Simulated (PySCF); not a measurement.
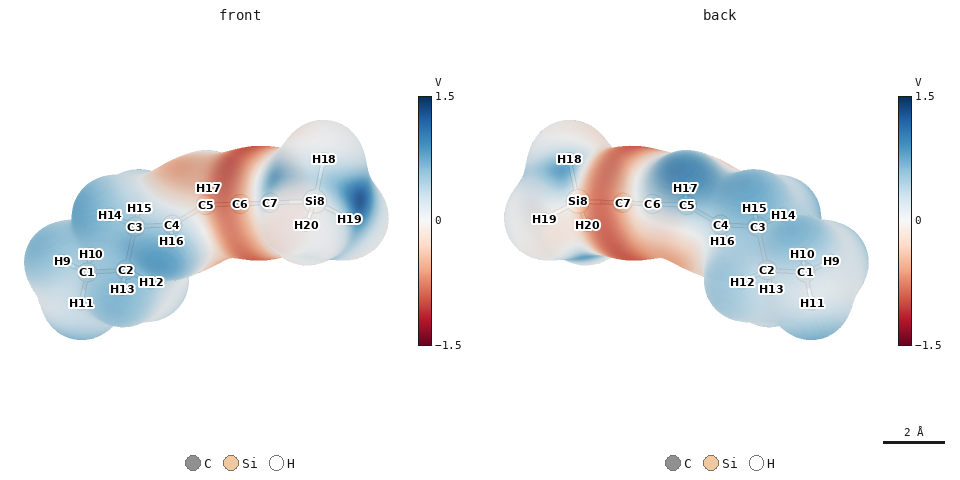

C$_{7}$H$_{12}$Si. The molecular electrostatic potential painted on the density surface at 0.002 e/bohr³, seen from the front and from behind; the colour scale runs from red (negative) to blue (positive).

Geometry: GFN2-xTB.

Computed with PySCF 2.14.0, PBE0/pcSseg-1, SCF density, gas phase, non-relativistic.

```xyz
20

C    -3.8792   -0.4636    0.1944
C    -2.3772   -0.5628    0.4273
C    -1.6182    0.5549   -0.2969
C    -0.1525    0.4681   -0.0392
C     0.7677    0.2668   -0.9820
C     2.1460    0.1865   -0.7064
C     3.3322    0.1228   -0.4730
Si    5.1320    0.0292   -0.0961
H    -4.2607    0.4871    0.5615
H    -4.1075   -0.5375   -0.8668
H    -4.3988   -1.2657    0.7134
H    -2.0135   -1.5292    0.0705
H    -2.1694   -0.5035    1.4980
H    -1.9886    1.5197    0.0641
H    -1.8164    0.4952   -1.3692
H     0.1543    0.5638    0.9945
H     0.4855    0.1625   -2.0235
H     5.8218    1.0917   -0.8340
H     5.6292   -1.2854   -0.5131
H     5.3084    0.2101    1.3481
```

Where is the surface potential most negative and most positive?

Answer. The most negative region (about −0.9 V) lies over C6 and C7, the most positive (about +1.2 V) over Si8.
